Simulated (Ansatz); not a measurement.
# PBE0/def2-SVP (core potential) run of HfCl4 (hafnium tetrachloride)

What is the vertical ionisation energy of HfCl4 (hafnium tetrachloride) at PBE0/def2-SVP (core potential)? 

The calculation is run with Ansatz 0.2.0.

## Step 1: The molecule

The species is HfCl4 (5 atoms), meant as a singlet with charge 0. As SMILES, `[Cl][Hf]([Cl])([Cl])[Cl]`. The coordinates come from a PBE0-D4/def2-TZVP relaxation.

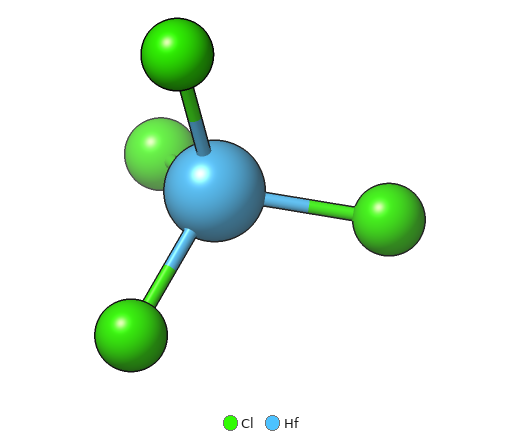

The structure, seen from a chosen angle (chlorine green, hafnium blue).

## Step 2: The energy at PBE0/def2-SVP (core potential)

The input, input.yaml:

```yaml
crystal:
  periodic: [false, false, false]
  atoms:
    - {symbol: Cl, position_ang: [-0.049920, -0.218520, 2.307050]}
    - {symbol: Hf, position_ang: [0.000120, -0.000030, 0.000030]}
    - {symbol: Cl, position_ang: [1.506260, -1.521760, -0.888040]}
    - {symbol: Cl, position_ang: [-2.112190, -0.411630, -0.860750]}
    - {symbol: Cl, position_ang: [0.655730, 2.151940, -0.558290]}
basis:
  gaussian: {orbitals: def2-SVP}
hamiltonian: {xc: pbe0}
accuracy: high
output: {orbitals: {seedname: orbitals}}
```

On the command line:

```
ansatz run input.yaml --threads 1 --pin off --max-ram 3480MiB --events-out events.jsonl --progress --plain --runs-dir runs
```

Log:

```text
Warning: RAYON_NUM_THREADS=1 ignored (pool sized by the plan → 1); use --threads N
Functional definition: PBE0
  name "PBE0"
  parameter a = 0.25
  parameter kappa = 0.804
  parameter beta = 0.06672455060314922
  exchange = (1 - a)*pbe_x(kappa = kappa, mu = beta*pi^2/3) + a*exact_x
  correlation = pbe_c(beta = beta)
2067 factors; integrals over basis functions are off by at most 3.9e-8 eV
mean field evaluation 1: about -51372.4087 eV, gradient 2.1e1 eV
mean field evaluation 2: about -51368.9413 eV, gradient 4.3e1 eV
mean field evaluation 4: about -51373.6742 eV, gradient 8.9e-1 eV
mean field evaluation 8: about -51373.7902 eV, gradient 2.6e-2 eV
mean field evaluation 16: about -51373.7902 eV, gradient 4.6e-7 eV
mean field -51373.79016979 eV, -1887.9519663342 hartree, gradient 4.7e-8 eV, S^2 0.000000; 0 other end points of the search recorded, 0 dependent functions left out
reference -51373.79017426 eV, -1887.9519664985 hartree; 40, 40 occupied and 64, 64 virtual orbitals, 2067 factors
Total energy: -51373.79017426 eV, -1887.9519664985 hartree
```

It took 5.7 s on 1 thread of AMD EPYC 9R45 (Zen 5), shared host; peak memory 0.46 GiB.

## Step 3: The doublet cation

The input, in.yaml:

```yaml
crystal:
  periodic: [false, false, false]
  atoms:
    - {symbol: Cl, position_ang: [-0.049920, -0.218520, 2.307050]}
    - {symbol: Hf, position_ang: [0.000120, -0.000030, 0.000030]}
    - {symbol: Cl, position_ang: [1.506260, -1.521760, -0.888040]}
    - {symbol: Cl, position_ang: [-2.112190, -0.411630, -0.860750]}
    - {symbol: Cl, position_ang: [0.655730, 2.151940, -0.558290]}
basis:
  gaussian:
    orbitals: def2-SVP
total_charge: 1
magnetization:
  spin_polarized: true
  initial_magnetization: 1
hamiltonian:
  xc: {name: PBE0}
accuracy: high
output: {orbitals: {seedname: orbitals}}
```

On the command line:

```
ansatz run in.yaml --threads 1 --pin off --max-ram 3480MiB --events-out events.jsonl --progress --plain --runs-dir runs
```

Log, cut to the lines that bear on the results:

```text
Warning: RAYON_NUM_THREADS=1 ignored (pool sized by the plan → 1); use --threads N
Functional definition: PBE0
  name "PBE0"
[...]
2067 factors; integrals over basis functions are off by at most 3.9e-8 eV
[...]
mean field -51362.13537997 eV, -1887.5236607081 hartree, gradient 7.6e-8 eV, S^2 0.759527; 19 other end points of the search recorded, 0 dependent functions left out
reference -51362.13538493 eV, -1887.5236608904 hartree; 40, 39 occupied and 64, 65 virtual orbitals, 2067 factors
Total energy: -51362.13538493 eV, -1887.5236608904 hartree
```

Run time: 62 s. Hardware: 1 thread of AMD EPYC 9R45 (Zen 5), shared host; peak memory 0.92 GiB.

## Step 4: Outcome

At PBE0/def2-SVP (core potential):

| quantity | value |
| --- | --- |
| singlet HfCl4: total energy | -1887.95197 Eh |
| singlet HfCl4: HOMO energy | -9.75 eV |
| singlet HfCl4: LUMO energy | -2.16 eV |
| singlet HfCl4: HOMO–LUMO gap | 7.58 eV |
| doublet cation: total energy | -1887.52366 Eh |
| doublet cation: HOMO energy (highest over α and β) | -14.81 eV |
| doublet cation: LUMO energy (lowest over α and β) | -13.56 eV |
| doublet cation: ⟨S²⟩ | 0.760 |
| vertical ionisation energy (to the doublet cation) | 11.655 eV |

**Reading.** Removing an electron at fixed nuclei costs 11.65 eV (269 kcal/mol). The negative HOMO energy of the first species, 9.75 eV, lies 1.91 eV below that difference.
